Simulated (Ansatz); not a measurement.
# Li+ with H₂S: superposition error and deformation, part 2 of 2

Ansatz 0.2.0, Gaussian basis. Earlier steps stand in the parts before.

### 12 wB97X-V/def2-TZVPPD

Input file free-b/in.yaml:

```yaml
crystal:
  periodic: [false, false, false]
  atoms:
    - {symbol: S, position_ang: [0.227599, -0.400251, 0.453443]}
    - {symbol: H, position_ang: [1.265059, 0.089694, -0.241449]}
    - {symbol: H, position_ang: [-0.193934, -1.133061, -0.587968]}
basis:
  gaussian: {orbitals: "def2-TZVPPD.json"}
hamiltonian: {xc: {name: wB97X-V}}
```

Command:

```
> ansatz run in.yaml --threads 2 --pin off --events-out ev --progress --plain --max-ram 5222MiB
```

Log, cut to the lines that bear on the results:

```text
Functional definition: wB97X-V
  name "wB97X-V"
  cite "Mardirossian & Head-Gordon, Phys. Chem. Chem. Phys. 16, 9904 (2014) doi:10.1039/C3CP54374A"
  cite "Becke, J. Chem. Phys. 107, 8554 (1997) doi:10.1063/1.475007"
  cite "Vydrov & Van Voorhis, J. Chem. Phys. 133, 244103 (2010) doi:10.1063/1.3521275"
[...]
      + integral(e_c_pw_opposite_spin*poly(b97_u_opposite, cos0, cos1)) + vv10(b, c)
457 factors; their error is unknown
112 factors; integrals over basis functions are off by at most 4.3e-5 eV
[...]
mean field -10866.69281256 eV, -399.3435951526 hartree, gradient 1.5e-5 eV, S^2 0.000000; 0 other end points of the search recorded, 0 dependent functions left out
reference -10866.69281034 eV, -399.3435950712 hartree; 9, 9 occupied and 76, 76 virtual orbitals, 457 factors
Total energy: -10866.69281034 eV, -399.3435950712 hartree
```

Wall time 0.65 s (2 threads of Intel Xeon 6975P-C, shared host).

### 13 wB97M-V/def2-TZVPPD

Edit free-b/in.yaml of step 12 so:

```diff
@@ -8,2 +8,2 @@
   gaussian: {orbitals: "def2-TZVPPD.json"}
-hamiltonian: {xc: {name: wB97X-V}}
+hamiltonian: {xc: {name: wB97M-V}}
```

Command:

```
> ansatz run in.yaml --threads 2 --pin off --events-out ev --progress --plain --max-ram 5222MiB
```

Log, cut to the lines that bear on the results:

```text
[... 5 set-up lines as earlier in the session ...]
  # Of w^i u^j: cxij and so on, Table III.
[...]
  gx(w, u) = 1 - cx + cx01*u + cx10*w
  gss(w, u) = css00 + css04*u^4 + css10*w + css20*w^2 + css43*w^4*u^3
  gos(w, u) = cos00 + cos10*w + (cos20 + cos21*u)*w^2 + (cos60 + cos61*u)*w^6
[...]
      + integral(e_c_pw_mod_opposite_spin*gos(b97_w_opposite, b97_u_opposite)) + vv10(b, c)
436 factors; their error is unknown
112 factors; integrals over basis functions are off by at most 4.3e-5 eV
[...]
mean field -10867.54433078 eV, -399.3748878700 hartree, gradient 1.6e-5 eV, S^2 0.000000; 0 other end points of the search recorded, 0 dependent functions left out
reference -10867.54438985 eV, -399.3748900409 hartree; 9, 9 occupied and 76, 76 virtual orbitals, 436 factors
Total energy: -10867.54438985 eV, -399.3748900409 hartree
```

It took 0.7 s on 2 threads of Intel Xeon 6975P-C, shared host.

### 14 B2PLYP/def2-TZVPPD

Edit free-b/in.yaml of step 13 so:

```diff
@@ -8,2 +8,2 @@
   gaussian: {orbitals: "def2-TZVPPD.json"}
-hamiltonian: {xc: {name: wB97M-V}}
+hamiltonian: {xc: {name: B2PLYP}}
```

Command:

```
> ansatz run in.yaml --threads 2 --pin off --events-out ev --progress --plain --max-ram 5222MiB
```

Log, cut to the lines that bear on the results:

```text
[... 5 set-up lines as earlier in the session ...]
[...]
471 factors; integrals over basis functions are off by at most 7.7e-4 eV
[...]
mean field -10863.12945265 eV, -399.2126440912 hartree, gradient 2.3e-6 eV, S^2 0.000000; 0 other end points of the search recorded, 0 dependent functions left out
5 core orbitals not correlated: weight in the atoms' cores, before any rotation towards them, 1.000 or more for the frozen orbitals, at most 0.000 for the correlated occupied ones
reference -10863.12958379 eV, -399.2126489105 hartree; 4, 4 occupied and 76, 76 virtual orbitals, 471 factors
second order -6.41017449 eV of doubles, -0.00000000 eV of singles
Total energy: -10864.86033090 eV, -399.2762526937 hartree
```

Wall time 0.4 s (2 threads of Intel Xeon 6975P-C, shared host).

### 15 BLYP-D4/def2-TZVPPD

Edit free-b/in.yaml of step 14 so:

```diff
@@ -8,2 +8,2 @@
   gaussian: {orbitals: "def2-TZVPPD.json"}
-hamiltonian: {xc: {name: B2PLYP}}
+hamiltonian: {xc: {name: BLYP}, dispersion: d4}
```

Command:

```
> ansatz run in.yaml --threads 2 --pin off --events-out ev --progress --plain --max-ram 5222MiB
```

Log, cut to the lines that bear on the results:

```text
Functional definition: BLYP
  name "BLYP"
[... 2 set-up lines as earlier in the session ...]
  parameter beta = 0.0042
  parameter a = 0.04918
  parameter b = 0.132
  parameter c = 0.2533
  parameter d = 0.349
  exchange = b88_x(beta = beta)
  correlation = lyp_c(a = a, b = b, c = c, d = d)
436 factors; their error is unknown
mean field evaluation 1: about -10867.3636 eV, gradient 1.8e1 eV
mean field evaluation 2: about -10867.1544 eV, gradient 2.2e1 eV
mean field evaluation 4: about -10868.2617 eV, gradient 1.0e0 eV
mean field evaluation 8: about -10868.2526 eV, gradient 1.8e-3 eV
mean field -10868.25264059 eV, -399.4009177755 hartree, gradient 2.5e-5 eV, S^2 0.000000; 0 other end points of the search recorded, 0 dependent functions left out
reference -10868.25292937 eV, -399.4009283878 hartree; 9, 9 occupied and 76, 76 virtual orbitals, 436 factors
Total energy: -10868.28862145 eV, -399.4022400476 hartree
```

Wall time 0.25 s (2 threads of Intel Xeon 6975P-C, shared host).

### 16 revPBE-D4/def2-TZVPPD

Edit free-b/in.yaml of step 15 so:

```diff
@@ -8,2 +8,2 @@
   gaussian: {orbitals: "def2-TZVPPD.json"}
-hamiltonian: {xc: {name: BLYP}, dispersion: d4}
+hamiltonian: {xc: {name: revPBE}, dispersion: d4}
```

Command:

```
> ansatz run in.yaml --threads 2 --pin off --events-out ev --progress --plain --max-ram 5222MiB
```

Log, cut to the lines that bear on the results:

```text
Functional definition: revPBE
  name "revPBE"
  cite "Zhang & Yang, Phys. Rev. Lett. 80, 890 (1998) doi:10.1103/PhysRevLett.80.890"
[... 1 set-up line as earlier in the session ...]
  parameter kappa = 1.245
[... 3 set-up lines as earlier in the session ...]
436 factors; their error is unknown
mean field evaluation 1: about -10865.7126 eV, gradient 1.6e1 eV
mean field evaluation 2: about -10865.6777 eV, gradient 1.8e1 eV
mean field evaluation 4: about -10866.4708 eV, gradient 9.1e-1 eV
mean field evaluation 8: about -10866.4610 eV, gradient 1.6e-3 eV
mean field -10866.46103192 eV, -399.3350773712 hartree, gradient 3.7e-5 eV, S^2 0.000000; 0 other end points of the search recorded, 0 dependent functions left out
reference -10866.46109490 eV, -399.3350796856 hartree; 9, 9 occupied and 76, 76 virtual orbitals, 436 factors
Total energy: -10866.52137562 eV, -399.3372949613 hartree
```

Wall time 0.2 s (2 threads of Intel Xeon 6975P-C, shared host).

### 17 B97M-V/def2-TZVPPD

Edit free-b/in.yaml of step 16 so:

```diff
@@ -8,2 +8,2 @@
   gaussian: {orbitals: "def2-TZVPPD.json"}
-hamiltonian: {xc: {name: revPBE}, dispersion: d4}
+hamiltonian: {xc: {name: B97M-V}}
```

Command:

```
> ansatz run in.yaml --threads 2 --pin off --events-out ev --progress --plain --max-ram 5222MiB
```

Log, cut to the lines that bear on the results:

```text
[... 5 set-up lines as earlier in the session ...]
  # Of w^i u^j: cxij and so on, Table III.
[...]
  gx(w, u) = cx00 + cx01*u + cx02*u^2 + (cx10 + cx11*u)*w
  gss(w, u) = css00 + css02*u^2 + css10*w + (css32*w^3 + css42*w^4)*u^2
  gos(w, u) = cos00 + cos01*u + cos03*u^3 + cos10*w + cos32*w^3*u^2
[...]
      + integral(e_c_pw_mod_opposite_spin*gos(b97_w_opposite, b97_u_opposite)) + vv10(b, c)
436 factors; their error is unknown
[...]
mean field -10865.58997717 eV, -399.3030666995 hartree, gradient 3.1e-5 eV, S^2 0.000000; 0 other end points of the search recorded, 0 dependent functions left out
reference -10865.59004837 eV, -399.3030693161 hartree; 9, 9 occupied and 76, 76 virtual orbitals, 436 factors
Total energy: -10865.59004837 eV, -399.3030693161 hartree
```

Wall time 0.7 s (2 threads of Intel Xeon 6975P-C, shared host).

### 18 HSE06-D4/def2-TZVPPD

Edit free-b/in.yaml of step 17 so:

```diff
@@ -8,2 +8,2 @@
   gaussian: {orbitals: "def2-TZVPPD.json"}
-hamiltonian: {xc: {name: B97M-V}}
+hamiltonian: {xc: hse06, dispersion: d4}
```

Command:

```
> ansatz run in.yaml --threads 2 --pin off --events-out ev --progress --plain --max-ram 5222MiB
```

Log, cut to the lines that bear on the results:

```text
Functional definition: HSE06
  name "HSE06"
  cite "Heyd, Scuseria & Ernzerhof, J. Chem. Phys. 118, 8207 (2003) doi:10.1063/1.1564060"
  cite "Krukau, Vydrov, Izmaylov & Scuseria, J. Chem. Phys. 125, 224106 (2006) doi:10.1063/1.2404663"
  cite "Heyd & Scuseria, J. Chem. Phys. 120, 7274 (2004) doi:10.1063/1.1668634"
  cite "Ernzerhof & Perdew, J. Chem. Phys. 109, 3313 (1998) doi:10.1063/1.476928"
[... 2 set-up lines as earlier in the session ...]
[...]
  # The whole range is PBE's own exchange, as in plane waves. The composition of these papers is wPBEh.
[...]
474 factors; their error is unknown
41 factors; integrals over basis functions are off by at most 9.6e-5 eV
[...]
mean field -10864.30226401 eV, -399.2557441139 hartree, gradient 7.2e-6 eV, S^2 0.000000; 0 other end points of the search recorded, 0 dependent functions left out
reference -10864.30231040 eV, -399.2557458184 hartree; 9, 9 occupied and 76, 76 virtual orbitals, 474 factors
Total energy: -10864.31343218 eV, -399.2561545366 hartree
```

Wall time 0.3 s (2 threads of Intel Xeon 6975P-C, shared host).

### 19 CCSD(T)/def2-TZVPPD

Edit free-b/in.yaml of step 18 so:

```diff
@@ -8,2 +8,2 @@
   gaussian: {orbitals: "def2-TZVPPD.json"}
-hamiltonian: {xc: hse06, dispersion: d4}
+correlation: {method: ccsd_t}
```

Command:

```
> ansatz run in.yaml --threads 2 --pin off --events-out ev --progress --plain --max-ram 5222MiB
```

Log, cut to the lines that bear on the results:

```text
[... 4 set-up lines as earlier in the session ...]
[...]
471 factors; integrals over basis functions are off by at most 7.7e-4 eV
[...]
mean field -10849.41078102 eV, -398.7084922076 hartree, gradient 4.3e-6 eV, S^2 0.000000; 0 other end points of the search recorded, 0 dependent functions left out
5 core orbitals not correlated: weight in the atoms' cores, before any rotation towards them, 1.000 or more for the frozen orbitals, at most 0.000 for the correlated occupied ones
reference -10849.41078102 eV, -398.7084922076 hartree; 4, 4 occupied and 76, 76 virtual orbitals, 471 factors
second order -5.23512164 eV of doubles, -0.00000000 eV of singles
cycle   1  -5.71315261 eV  change   -4.8e-1 eV  update   4.9e-2
[...]
cycle   8  -5.89245671 eV  change    3.4e-6 eV  update   7.4e-6
perturbative correction -0.22659404 eV, -0.0083271774 hartree
Total energy: -10855.52983177 eV, -398.9333631752 hartree
```

Run time: 0.45 s. Hardware: 2 threads of Intel Xeon 6975P-C, shared host.

### 20 The split

```tsv
method	interaction with counterpoise (meV)	without	superposition error	deformation	binding energy
PBE-D4	-1066	-1068	2	0	-1066
revPBE-D4	-1044	-1046	2	0	-1045
BLYP-D4	-1059	-1061	2	-1	-1059
r2SCAN-D4	-974	-975	1	2	-972
B97M-V	-994	-995	1	3	-991
PBE0-D4	-1064	-1066	2	2	-1062
B3LYP-D4	-1065	-1067	2	1	-1064
HSE06-D4	-1064	-1066	2	2	-1062
wB97X-V	-1033	-1035	2	2	-1031
wB97M-V	-1019	-1022	3	3	-1016
B2PLYP	-1028	-1033	6	3	-1025
Hartree-Fock	-989	-991	2	2	-987
MP2	-964	-978	14	4	-960
CCSD	-964	-977	14	3	-961
CCSD(T)	-960	-975	15	3	-957
```

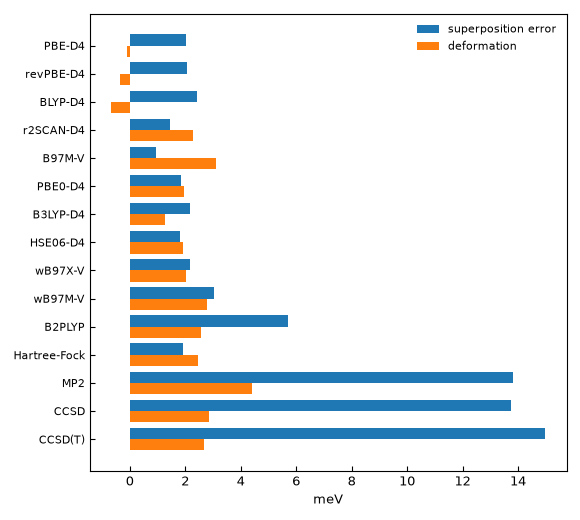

Superposition error and deformation energy by method.

### 21 Outcome

What follows sums up all 2 parts.

| quantity | value |
| --- | --- |
| interaction, CCSD(T) | -960 meV |
| superposition error | 15 meV |
| deformation | 3 meV |
| binding energy | -957 meV |

**Reading.** In this basis the superposition error is 15 meV for CCSD(T) and 2 meV on average for the plain functionals: correlated methods borrow far more, since they need many more functions to converge. Deformation takes back 0 % of the interaction. The free shapes are PBE0-D4 minima, so other methods can show a small negative deformation energy.
